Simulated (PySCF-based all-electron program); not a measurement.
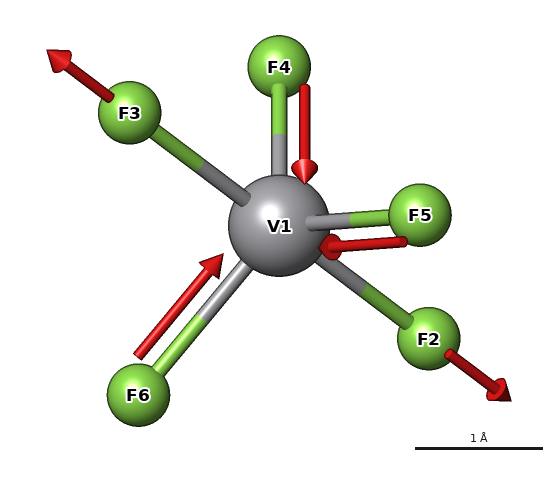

Arrows show the forces on the atoms, 2 Å of arrow for 1 eV/Å; forces under a tenth of the largest aren't drawn. The species is neutral and a spin singlet. Level of theory: PBE, all-electron, scalar-relativistic (spin-free Dirac), large uncontracted Gaussian sets (PySCF-based all-electron program).

List the force components in the frame of the picture (x right, y up, z towards the viewer), in eV/Å.

```
atom     Fx     Fy     Fz
  V1   0.00   0.00   0.00
  F2   0.25  −0.19  −0.20
  F3  −0.25   0.19   0.20
  F4   0.00  −0.39   0.37
  F5  −0.34  −0.03  −0.41
  F6   0.34   0.41   0.04
```
